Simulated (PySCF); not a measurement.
# C₆H₁₀P₂Si: NMR shifts in solvents

Aim: compute the NMR shifts of C₆H₁₀P₂Si (`P[SiH](P)c1ccccc1`), and see what a dielectric continuum does where one was used.

Computed with PySCF 2.14.0, with density-fitted response routines of our own, on a single molecule, in the gas phase or a continuum. Atoms count from 0, in the outputs and in this text.

### Step 1. The starting structure

19 atoms, charge 0, multiplicity 1; geometry from: GFN2-xTB.

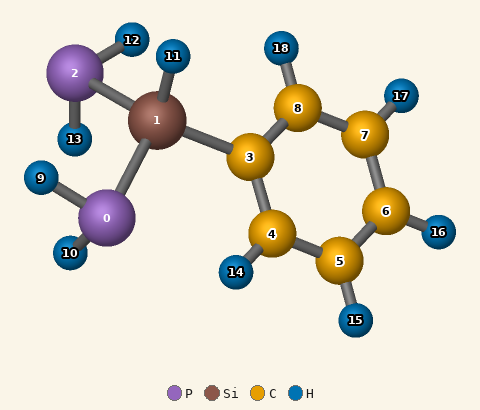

The starting geometry (phosphorus purple, silicon brown, carbon amber, hydrogen blue), atoms numbered; sticks join atoms by distance.

### Step 2. Relaxing the molecule at PBE0-D3(BJ)/def2-SVP

Job settings and geometry (Å):

```
{"job": {"xc": "PBE0", "basis": "def2-SVP", "d3": "d3bj", "grid": 1, "kind": "geom"}, "charge": 0, "multiplicity": 1}
P     -2.212554    -2.060354     1.116692
Si    -1.627832     0.096930     0.818754
P     -2.964575     1.191986    -0.644040
C      0.194104     0.110344     0.297045
C      0.876275    -1.076396     0.052829
C      2.198610    -1.066231    -0.351987
C      2.860176     0.139159    -0.517116
C      2.194864     1.330045    -0.274964
C      0.871729     1.312916     0.125786
H     -3.531555    -1.767202     1.400435
H     -2.500064    -2.301942    -0.216261
H     -1.790202     0.788351     2.108927
H     -2.051012     2.197830    -0.901757
H     -2.556857     0.463188    -1.750673
H      0.358977    -2.019055     0.189494
H      2.714048    -1.997163    -0.538567
H      3.892551     0.151395    -0.834339
H      2.709460     2.271694    -0.399622
H      0.354054     2.243757     0.311902
```

Log:

```text
step   0  E = -1205.75508301  max force = 0.021202
step   1  E = -1205.76044013  max force = 0.005090
step   2  E = -1205.76068753  max force = 0.000976
step   3  E = -1205.76069957  max force = 0.001103
step   4  E = -1205.76072278  max force = 0.000804
step   5  E = -1205.76073969  max force = 0.001132
step   6  E = -1205.76076082  max force = 0.000468
step   7  E = -1205.76078301  max force = 0.000339
step   8  E = -1205.76078513  max force = 0.000776
step   9  E = -1205.76077389  max force = 0.000635
step  10  E = -1205.76078720  max force = 0.000441
optimisation converged
```

Wall time 8.3 min (1 thread, shared host).

The steps of the relaxation:

| step | energy from step 0 (eV) | largest force component (eV/Å) |
| --- | --- | --- |
| 0 | 0.0000 | 1.0903 |
| 1 | -0.1458 | 0.2617 |
| 2 | -0.1525 | 0.0502 |
| 3 | -0.1528 | 0.0567 |
| 4 | -0.1535 | 0.0413 |
| 5 | -0.1539 | 0.0582 |
| 6 | -0.1545 | 0.0241 |
| 7 | -0.1551 | 0.0174 |
| 8 | -0.1552 | 0.0399 |
| 9 | -0.1549 | 0.0327 |
| 10 | -0.1552 | 0.0227 |

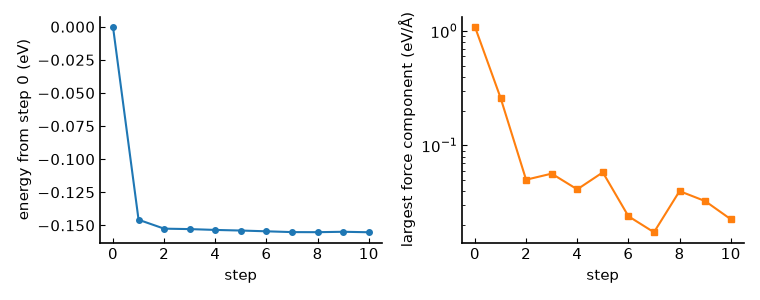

Energy and largest force along the relaxation.

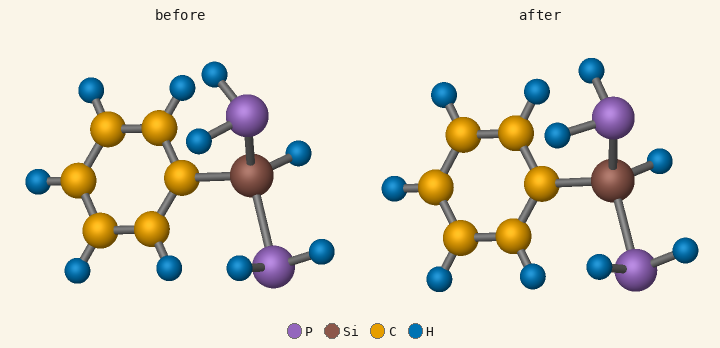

Before and after, at one scale.

Close pairs (by a distance rule), those that changed most:

| bond | before (Å) | after (Å) | change (Å) |
| --- | --- | --- | --- |
| P2–H12 | 1.383 | 1.431 | +0.048 |
| P0–H9 | 1.381 | 1.428 | +0.048 |
| P0–H10 | 1.385 | 1.430 | +0.045 |
| P2–H13 | 1.386 | 1.430 | +0.043 |
| Si1–H11 | 1.473 | 1.497 | +0.024 |
| P0–Si1 | 2.255 | 2.269 | +0.014 |
| Si1–C3 | 1.895 | 1.881 | -0.014 |
| C8–H18 | 1.081 | 1.094 | +0.013 |

The final coordinates are the input of the step that follows.

| at the end point | value |
| --- | --- |
| point group (found at 0.08 Å tolerance) | C1 |
| rotational constants (GHz, main isotopes) | 1.474, 0.627, 0.469 |
| dipole moment (D) | 1.70 |

### Step 3. NMR shieldings: PBE0/pcSseg-1 in benzene

Job settings and geometry (Å):

```
{"job": {"kind": "nmr", "xc": "PBE0", "basis": "pcSseg-1", "solvent": "benzene", "pop": true}, "charge": 0, "multiplicity": 1}
P     -2.332841    -2.288728     1.107735
Si    -1.608465    -0.148369     0.902848
P     -3.000270     1.020104    -0.457228
C      0.178039    -0.169418     0.313433
C      0.881339    -1.371116     0.146602
C      2.203015    -1.372841    -0.298460
C      2.845058    -0.169088    -0.580884
C      2.162374     1.036701    -0.417708
C      0.841643     1.033429     0.022886
H     -3.668009    -1.886420     1.416282
H     -2.599045    -2.429937    -0.290208
H     -1.711963     0.489202     2.252889
H     -2.186705     2.197176    -0.473739
H     -2.407001     0.487720    -1.643868
H      0.396883    -2.325670     0.374885
H      2.733370    -2.320215    -0.422213
H      3.880845    -0.168786    -0.929137
H      2.661846     1.983606    -0.637033
H      0.318738     1.988075     0.137325
```

With the program's defaults for keys left out, this is: GIAO PBE0/pcSseg-1 NMR shielding, non-relativistic, IEF-PCM benzene.

Log:

```text
coarse grid: 17592 points
cycle   1  E = -1206.0512889588  dE =  1.007e+00  |g| = 3.399e-01  |ddm| = 4.226e+00
cycle   2  E = -1206.0527430526  dE = -1.454e-03  |g| = 3.473e-01  |ddm| = 8.986e-01
cycle   3  E = -1206.0851023797  dE = -3.236e-02  |g| = 3.483e-02  |ddm| = 4.083e-01
cycle   4  E = -1206.0853062043  dE = -2.038e-04  |g| = 2.051e-02  |ddm| = 6.361e-02
cycle   5  E = -1206.0854058024  dE = -9.960e-05  |g| = 8.500e-03  |ddm| = 2.911e-02
cycle   6  E = -1206.0854254165  dE = -1.961e-05  |g| = 2.208e-03  |ddm| = 1.136e-02
cycle   7  E = -1206.0854267301  dE = -1.314e-06  |g| = 2.089e-04  |ddm| = 2.925e-03
final grid: 156752 points
cycle   8  E = -1206.1385823169  dE = -3.154e-05  |g| = 6.616e-03  |ddm| = 4.983e-02
cycle   9  E = -1206.1385798703  dE =  2.447e-06  |g| = 7.337e-03  |ddm| = 1.703e-02
cycle  10  E = -1206.1385947014  dE = -1.483e-05  |g| = 6.219e-04  |ddm| = 8.840e-03
cycle  11  E = -1206.1385947722  dE = -7.078e-08  |g| = 3.390e-04  |ddm| = 9.380e-04
cycle  12  E = -1206.1385948040  dE = -3.181e-08  |g| = 4.890e-05  |ddm| = 3.498e-04
cycle  13  E = -1206.1385948046  dE = -5.512e-10  |g| = 1.844e-05  |ddm| = 8.285e-05
converged SCF energy = -1206.1385948046

GIAO shielding tensors (ppm)
atom      isotropic    diamagn.    paramagn.     s11        s22        s33       span
  0 P      585.398     967.544    -382.146    534.305    570.502    651.387    117.082
  1 Si     371.394     882.604    -511.210    308.739    385.784    419.659    110.920
  2 P      565.074     968.473    -403.399    523.781    579.667    591.774     67.993
  3 C       44.980     261.759    -216.779    -46.998     -5.559    187.497    234.495
  4 C       44.568     253.624    -209.056    -70.364     32.049    172.020    242.383
  5 C       50.702     253.486    -202.784    -60.958     37.517    175.545    236.503
  6 C       48.434     254.821    -206.387    -62.445     30.914    176.833    239.278
  7 C       50.573     253.837    -203.263    -62.262     38.218    175.764    238.027
  8 C       43.226     254.404    -211.178    -71.999     27.897    173.780    245.779
  9 H       29.280      28.548       0.732     23.965     26.699     37.174     13.210
 10 H       29.459      30.121      -0.662     25.406     27.246     35.726     10.320
 11 H       26.073      29.396      -3.323     23.150     24.322     30.747      7.596
 12 H       28.684      31.399      -2.715     22.814     26.574     36.664     13.850
 13 H       29.558      31.456      -1.897     25.792     27.840     35.043      9.251
 14 H       23.565      32.811      -9.246     17.937     22.084     30.675     12.738
 15 H       23.716      29.554      -5.838     19.993     24.102     27.053      7.060
 16 H       23.674      28.772      -5.098     20.209     24.527     26.285      6.076
 17 H       23.625      30.215      -6.590     19.950     24.119     26.806      6.855
 18 H       23.474      33.635     -10.162     18.826     21.902     29.693     10.867
```

Run time: 1.7 min. Hardware: 1 thread, shared host.

Shifts follow as δ = σ(reference) − σ, with reference shieldings (ppm) from runs at the same level and on the same kind of geometry: 1H TMS 31.25, 13C TMS 184.9, 29Si TMS 351.9, 31P PH3 584.8. The references are single molecules in the same continuum, so shifts against H2O, NH3, PH3, H3PO4 or CFCl3 are not on the usual liquid scales and can be off by tens of ppm. Atoms listed in one row are averaged.

| atoms | environment | σ (ppm) | δ (ppm) |
| --- | --- | --- | --- |
| C4, C8 | aromatic CH | 43.9 | 141.0 |
| C3 | substituted aromatic carbon | 45.0 | 139.9 |
| C6 | aromatic CH | 48.4 | 136.4 |
| C5, C7 | aromatic CH | 50.6 | 134.2 |
| H14, H18 | hydrogen on an aromatic CH | 23.52 | 7.74 |
| H15, H17 | hydrogen on an aromatic CH | 23.67 | 7.58 |
| H16 | hydrogen on an aromatic CH | 23.67 | 7.58 |
| H11 | hydrogen on a silicon bonded to C, 2 P | 26.07 | 5.18 |
| H9, H10, H12, H13 | hydrogen on a phosphorus bonded to Si | 29.25 | 2.01 |
| P0, P2 | phosphorus bonded to Si, 2 H | 575.2 | 9.6 |
| Si1 | silicon bonded to C, 2 P, H | 371.4 | -19.5 |

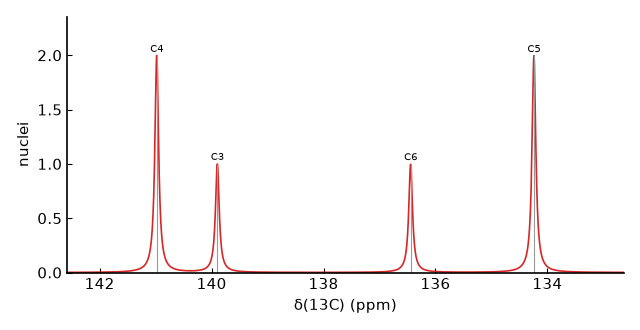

13C lines at the computed shifts, without couplings. Lines are broadened to a width of 0.08 ppm (Lorentzian).

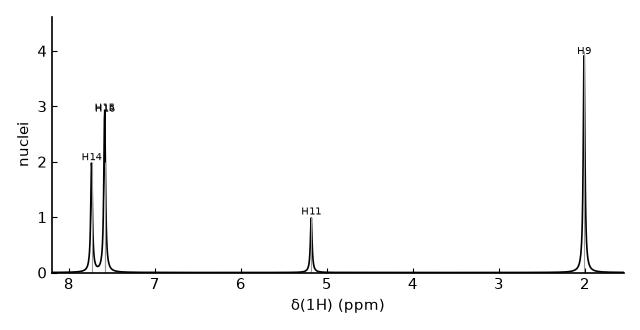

1H lines at the computed shifts, without couplings. Lines are broadened to a width of 0.02 ppm (Lorentzian).

Charges from the same density, by scheme (e):

| atoms | Mulliken | IAO | Hirshfeld | ESP fit |
| --- | --- | --- | --- | --- |
| P0, P2 | -0.24 | -0.12 | -0.03 | -0.45 |
| Si1 | 0.45 | 0.55 | 0.25 | 0.54 |
| C3 | -0.37 | -0.28 | -0.10 | -0.29 |
| C4, C8 | -0.09 | -0.14 | -0.05 | -0.04 |
| C5, C7 | -0.08 | -0.15 | -0.05 | -0.17 |
| C6 | -0.09 | -0.14 | -0.04 | -0.11 |

Hirshfeld charges:

P0 -0.02; Si1 0.25; P2 -0.04; C3 -0.10; C4 -0.05; C5 -0.05; C6 -0.04; C7 -0.05; C8 -0.05; H9 0.00; H10 -0.01; H11 -0.08; H12 0.00; H13 -0.01; H14 0.04; H15 0.06; H16 0.06; H17 0.06; H18 0.05

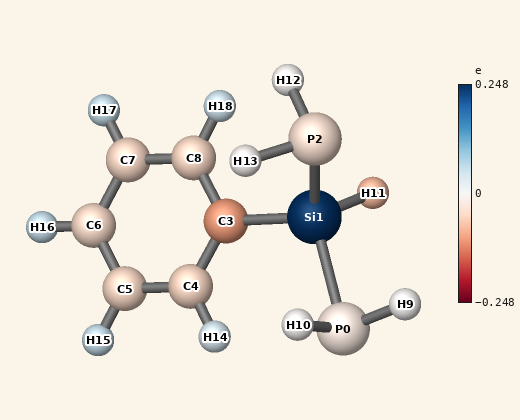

Hirshfeld charges, as colours on the atoms.

Mayer bond orders: P0–Si1 0.99, Si1–P2 0.97, Si1–C3 0.85, C3–C4 1.41, C4–C5 1.44, C5–C6 1.43, C6–C7 1.42, C7–C8 1.46, C8–C3 1.41.

Ring of atoms C3, C4, C5, C6, C7, C8: NICS(0) -8.0, NICS(1) -11.3, NICS(1)zz -28.0 ppm (means of both faces).

### Step 4. NMR shieldings: PBE0/pcSseg-1 in chloroform

Same as in step 3 but for these lines:

```diff
@@ -1,2 +1,2 @@
-{"job": {"kind": "nmr", "xc": "PBE0", "basis": "pcSseg-1", "solvent": "benzene", "pop": true}, "charge": 0, "multiplicity": 1}
+{"job": {"kind": "nmr", "xc": "PBE0", "basis": "pcSseg-1", "solvent": "chloroform", "pop": false}, "charge": 0, "multiplicity": 1}
 P     -2.332841    -2.288728     1.107735
```

Method: GIAO PBE0/pcSseg-1 NMR shielding, non-relativistic, IEF-PCM chloroform.

Log:

```text
coarse grid: 17592 points
cycle   1  E = -1206.0543339572  dE =  1.004e+00  |g| = 3.356e-01  |ddm| = 4.226e+00
cycle   2  E = -1206.0570785387  dE = -2.745e-03  |g| = 3.356e-01  |ddm| = 8.594e-01
cycle   3  E = -1206.0872914374  dE = -3.021e-02  |g| = 3.354e-02  |ddm| = 3.865e-01
cycle   4  E = -1206.0874862786  dE = -1.948e-04  |g| = 1.908e-02  |ddm| = 5.854e-02
cycle   5  E = -1206.0875716547  dE = -8.538e-05  |g| = 7.933e-03  |ddm| = 2.632e-02
cycle   6  E = -1206.0875886222  dE = -1.697e-05  |g| = 1.954e-03  |ddm| = 1.020e-02
cycle   7  E = -1206.0875896347  dE = -1.012e-06  |g| = 1.699e-04  |ddm| = 2.591e-03
final grid: 156752 points
cycle   8  E = -1206.1407305017  dE = -3.191e-05  |g| = 6.517e-03  |ddm| = 5.006e-02
cycle   9  E = -1206.1407288707  dE =  1.631e-06  |g| = 7.058e-03  |ddm| = 1.628e-02
cycle  10  E = -1206.1407425709  dE = -1.370e-05  |g| = 5.529e-04  |ddm| = 8.251e-03
cycle  11  E = -1206.1407426232  dE = -5.234e-08  |g| = 3.102e-04  |ddm| = 8.118e-04
cycle  12  E = -1206.1407426495  dE = -2.630e-08  |g| = 4.952e-05  |ddm| = 3.170e-04
cycle  13  E = -1206.1407426501  dE = -5.948e-10  |g| = 1.651e-05  |ddm| = 8.268e-05
converged SCF energy = -1206.1407426501

GIAO shielding tensors (ppm)
atom      isotropic    diamagn.    paramagn.     s11        s22        s33       span
  0 P      586.176     967.674    -381.498    535.200    571.726    651.601    116.401
  1 Si     370.938     882.631    -511.693    308.385    385.247    419.183    110.799
  2 P      566.206     968.634    -402.428    524.504    581.812    592.303     67.799
  3 C       44.926     261.753    -216.827    -47.132     -5.526    187.437    234.569
  4 C       44.494     253.610    -209.115    -70.422     31.666    172.240    242.663
  5 C       50.630     253.455    -202.825    -61.008     36.917    175.981    236.990
  6 C       48.210     254.839    -206.629    -62.724     30.057    177.298    240.021
  7 C       50.400     253.825    -203.425    -62.471     37.436    176.235    238.706
  8 C       43.019     254.330    -211.311    -72.167     26.907    174.318    246.485
  9 H       29.225      28.496       0.729     23.861     26.643     37.170     13.310
 10 H       29.361      30.091      -0.730     25.258     27.127     35.697     10.439
 11 H       26.079      29.423      -3.344     23.163     24.326     30.747      7.584
 12 H       28.579      31.365      -2.786     22.652     26.448     36.638     13.986
 13 H       29.488      31.482      -1.994     25.664     27.770     35.031      9.366
 14 H       23.531      32.821      -9.290     17.894     22.064     30.636     12.743
 15 H       23.652      29.545      -5.894     19.908     24.062     26.984      7.076
 16 H       23.600      28.775      -5.174     20.119     24.478     26.204      6.085
 17 H       23.551      30.196      -6.645     19.860     24.070     26.722      6.863
 18 H       23.384      33.550     -10.166     18.707     21.846     29.600     10.893
```

It took 96 s on 1 thread, shared host.

This run: δ C4 141.4, C3 140.2, C6 137.0, C5 134.6, H14 7.79, H16 7.65 ppm (means over like atoms).

### Step 5. Comparing the runs: NMR shifts

Shifts (ppm) of some atoms, chosen among heavy atoms and hydrogens apart, means over like atoms, with basis size and wall time:

| run | C4 | C3 | C6 | C5 | H16 | H9 | Si1 | functions | time |
| --- | --- | --- | --- | --- | --- | --- | --- | --- | --- |
| PBE0/pcSseg-1 in benzene | 141.0 | 139.9 | 136.4 | 134.2 | 7.58 | 2.01 | -19.5 | 224 | 1.7 min |
| PBE0/pcSseg-1 in chloroform | 141.4 | 140.2 | 137.0 | 134.6 | 7.65 | 2.08 | -19.1 | 224 | 96 s |

The continuum's effect on the ground state:

| solvent | ε | polarisation energy (Eh) | μ (D) |
| --- | --- | --- | --- |
| benzene | 2.27 | -0.0035 | 2.03 |
| chloroform | 4.71 | -0.0060 | 2.18 |

### Step 6. Outcome

| quantity | value |
| --- | --- |
| point group | C1 |
| rotational constants (main isotopes) | 1.47, 0.63, 0.47 GHz |
| 13C shifts against TMS (PBE0/pcSseg-1, benzene, means over atoms taken as alike) | 141.0, 139.9, 136.4, 134.2 ppm |
| 1H shifts against TMS (PBE0/pcSseg-1, benzene, means over atoms taken as alike) | 7.74, 7.58, 7.58, 5.18, 2.01 ppm |
| 31P shifts against PH3 (PBE0/pcSseg-1, benzene, means over atoms taken as alike) | 9.6 ppm |
| 29Si shifts against TMS (PBE0/pcSseg-1, benzene) | -19.5 ppm |
| range of the shift of C6 | 136.4 to 137.0 ppm |

In words: The optimisation took 10 steps and gained 0.155 eV; among the close pairs (by a distance rule), P2–H12 changed most, from 1.383 to 1.431 Å. No frequency check was run at this level, so the end point may be a saddle. NICS(1)zz of -28 ppm above the planar ring from C3 marks a diatropic (aromatic) ring current. Across the 2 runs the shift of C6 moves most, between 136.4 (PBE0/pcSseg-1 in benzene) and 137.0 ppm (PBE0/pcSseg-1 in chloroform). Part of that comes from the computed reference. The continuum holds electrostatics alone: no hydrogen bonds to the solvent, and the gas-phase geometry is kept.
